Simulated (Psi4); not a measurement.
**SnSe (SMILES [Se][Sn]) at PBE0/def2-TZVP (core potential)**

What is the energy change on altering one bond length of SnSe at PBE0/def2-TZVP (core potential)? 

The calculation is run with Psi4 1.11.

2 further runs of the same task are left out: 2 that didn't finish.

**1. The system as given**

SnSe: 2 atoms, total charge 0, spin state singlet. As SMILES, `[Se][Sn]`. Geometry: relaxed at PBE0-D4/def2-TZVP.

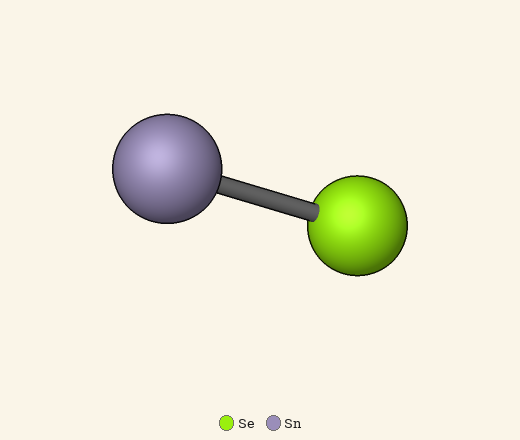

The structure, seen from a chosen angle (selenium green, tin purple).

**2. Energy and gradient at PBE0/def2-TZVP (core potential)**

The input, input.inp:

```
memory 2200 MB

molecule geom {
  0 1
  Se     0.000000     0.000000     0.006530
  Sn     0.000000     0.000000     2.331810
  units angstrom
  symmetry c1
}

set basis def2-TZVP
set puream true
set e_convergence 1e-09
set d_convergence 1e-08
set scf_type pk
set dft_radial_points 99
set dft_spherical_points 590

energy_value = gradient('pbe0')
print_variables()
```

Command:

```sh
$ psi4 input.inp input.out -n 1
```

input.out:

```text
[...]
    !!!  WARNING: ECP capability is in beta. Please check occupations closely.  !!!
[...]
  Running in c1 symmetry.
[...]
  Nuclear repulsion =  170.226619409774287
[...]
  Multiplicity = 1
[...]
  Nalpha       = 28
  Nbeta        = 28
[...]
    Number of basis functions: 98
[...]
 WARNING: Atomic UHF is not converging! Try casting from a smaller basis or call Rob at CCMST.
   -------------------------
[...]
   @RKS iter   1: -2614.64669491858558   -2.61654e+00   2.27723e-02 ADIIS/DIIS
[...]
   @RKS iter  13: -2615.63270668904897   -9.09495e-13   5.96869e-09 DIIS
[...]
    Orbital Energies [Eh]
    ---------------------
    Doubly Occupied:
       1A   -454.255927     2A    -58.201415     3A    -52.211072
       4A    -52.211072     5A    -52.210955     6A     -7.869431
       7A     -5.791805     8A     -5.791494     9A     -5.791494
      10A     -5.167126    11A     -3.501596    12A     -3.501596
      13A     -3.492130    14A     -2.116911    15A     -2.116213
      16A     -2.116213    17A     -2.115851    18A     -2.115850
      19A     -1.065448    20A     -1.065448    21A     -1.060393
      22A     -1.057773    23A     -1.057773    24A     -0.669642
      25A     -0.442328    26A     -0.266772    27A     -0.259905
      28A     -0.259905
[...]
  @RKS Final Energy: -2615.63270668904897
   => Energetics <=
    Nuclear Repulsion Energy =            170.2266194097742869
    One-Electron Energy =               -4060.7738634744928277
    Two-Electron Energy =                1354.2240362308052681
    DFT Exchange-Correlation Energy =     -79.3094988551357574
    Empirical Dispersion Energy =           0.0000000000000000
    VV10 Nonlocal Energy =                  0.0000000000000000
    Total Energy =                      -2615.6327066890489732
[...]
 Multipole Moments:
 ------------------------------------------------------------------------------------
     Multipole            Electronic (a.u.)      Nuclear  (a.u.)        Total (a.u.)
 ------------------------------------------------------------------------------------
 L = 1.  Multiply by 2.5417464519 to convert [e a0] to [Debye]
 Dipole X            :          0.0000000            0.0000000            0.0000000
 Dipole Y            :          0.0000000            0.0000000            0.0000000
 Dipole Z            :         52.2147597          -50.9855577            1.2292019
 Magnitude           :                                                    1.2292019
[...]
  -Total Gradient:
     Atom            X                  Y                   Z
    ------   -----------------  -----------------  -----------------
       1       -0.000000000029    -0.000000000125     0.000068622849
       2        0.000000000029     0.000000000124    -0.000054273764
[...]
```

Wall time 43 s (1 thread of Intel Xeon at 2.50GHz (Skylake/Cascade Lake), shared host); peak memory 0.66 GiB.

**3. The distorted shape**

The input, input.json:

```json
{
 "schema_name": "qcschema_input",
 "schema_version": 1,
 "molecule": {
  "schema_name": "qcschema_molecule",
  "schema_version": 2,
  "symbols": ["Se", "Sn"],
  "geometry": [0.0, 0.0, -0.64683436, 0.0, 0.0, 4.40648227],
  "molecular_charge": 0,
  "molecular_multiplicity": 1,
  "fix_symmetry": "c1"
 },
 "driver": "gradient",
 "model": {
  "method": "pbe0",
  "basis": "def2-TZVP"
 },
 "keywords": {
  "reference": "rks",
  "puream": true,
  "e_convergence": 1e-09,
  "d_convergence": 1e-08,
  "scf_type": "pk",
  "dft_radial_points": 99,
  "dft_spherical_points": 590,
  "scf_properties": ["MAYER_INDICES", "MULLIKEN_CHARGES", "WIBERG_LOWDIN_INDICES"]
 }
}
```

Command:

```sh
$ psi4 --qcschema input.json -n 1 --memory 2200MB
```

stdout, shortened:

```text
[...]
    !!!  WARNING: ECP capability is in beta. Please check occupations closely.  !!!
[...]
  Running in c1 symmetry.
[...]
  Nuclear repulsion =  148.021597451335708
[...]
  Multiplicity = 1
[...]
  Nalpha       = 28
  Nbeta        = 28
[...]
    Number of basis functions: 98
[...]
 WARNING: Atomic UHF is not converging! Try casting from a smaller basis or call Rob at CCMST.
   -------------------------
[...]
   @RKS iter   1: -2614.51433024376092   -2.76638e+00   2.31094e-02 ADIIS/DIIS
[...]
   @RKS iter  14: -2615.60322633168698   -6.82121e-12   6.04497e-09 DIIS
[...]
  @RKS Final Energy: -2615.60322633168698
   => Energetics <=
    Nuclear Repulsion Energy =            148.0215974513357082
    One-Electron Energy =               -4016.3041838438880404
    Two-Electron Energy =                1331.9215213431796201
    DFT Exchange-Correlation Energy =     -79.2421612823144699
    Empirical Dispersion Energy =           0.0000000000000000
    VV10 Nonlocal Energy =                  0.0000000000000000
    Total Energy =                      -2615.6032263316874378
[...]
 Multipole Moments:
 ------------------------------------------------------------------------------------
     Multipole            Electronic (a.u.)      Nuclear  (a.u.)        Total (a.u.)
 ------------------------------------------------------------------------------------
 L = 1.  Multiply by 2.5417464519 to convert [e a0] to [Debye]
 Dipole X            :          0.0000000            0.0000000            0.0000000
 Dipole Y            :          0.0000000            0.0000000            0.0000000
 Dipole Z            :         60.4435895          -58.6340053            1.8095842
 Magnitude           :                                                    1.8095842
[...]
  Mulliken Charges: (a.u.)
   Center  Symbol    Alpha    Beta     Spin     Total
       1    SE    17.22339 17.22339  0.00000 -0.44677
       2    SN    10.77661 10.77661  0.00000  0.44677
   Total alpha = 28.00000, Total beta = 28.00000, Total charge =  0.00000
  Mayer Bond Indices:
[...]
  -Total Gradient:
     Atom            X                  Y                   Z
    ------   -----------------  -----------------  -----------------
       1       -0.000000000017    -0.000000000314    -0.071406031567
       2        0.000000000017     0.000000000313     0.071401891178
[...]
```

The result, in JSON:

```text
{
 "driver": "gradient",
 "model": {
  "method": "pbe0",
  "basis": "def2-TZVP"
 },
 "success": true,
 "return_result": [-1.6518071651992583e-11, -3.140711349507676e-10, -0.071406031567092, 1.66794115269126e-11, 3.1345396064724076e-10, 0.07140189117784707],
 "properties": {
  "calcinfo_nbasis": 98,
  "calcinfo_nmo": 98,
  "calcinfo_nalpha": 28,
  "calcinfo_nbeta": 28,
  "calcinfo_natom": 2,
  "nuclear_repulsion_energy": 148.0215974513357,
  "return_energy": -2615.603226331687,
  "return_gradient": [-1.6518071651992583e-11, -3.140711349507676e-10, -0.071406031567092, 1.66794115269126e-11, 3.1345396064724076e-10, 0.07140189117784707],
  "scf_one_electron_energy": -4016.304183843888,
  "scf_two_electron_energy": 1331.9215213431796,
  "scf_xc_energy": -79.24216128231447,
  "scf_dipole_moment": [1.349657183616914e-09, 3.038832836537029e-08, 1.8095842080494648],
  "scf_total_energy": -2615.603226331687,
  "scf_total_gradient": [-1.6518071651992583e-11, -3.140711349507676e-10, -0.071406031567092, 1.66794115269126e-11, 3.1345396064724076e-10, 0.07140189117784707],
  "scf_iterations": 14
 }
}
```

Wall time 43 s (1 thread of Intel Xeon at 2.50GHz (Skylake/Cascade Lake), shared host); peak memory 0.66 GiB.

**4. Outcome**

At PBE0/def2-TZVP (core potential):

```
                                                           quantity           value
                                          first shape: total energy  -2615.63271 Eh
                                         first shape: dipole moment          3.12 D
                                           first shape: HOMO energy        -7.07 eV
                                           first shape: LUMO energy        -2.55 eV
                                         first shape: HOMO–LUMO gap         4.52 eV
                              first shape: largest force on an atom      0.004 eV/Å
                                      distorted shape: total energy  -2615.60323 Eh
                                     distorted shape: dipole moment          4.60 D
                                       distorted shape: HOMO energy        -6.43 eV
                                       distorted shape: LUMO energy        -3.14 eV
                                     distorted shape: HOMO–LUMO gap         3.29 eV
                          distorted shape: largest force on an atom      3.672 eV/Å
energy change with the Se1–Sn2 bond stretched from 2.325 to 2.674 Å        0.802 eV
```

With the Se1–Sn2 bond stretched from 2.325 to 2.674 Å the energy rises by 0.80 eV (18.5 kcal/mol).
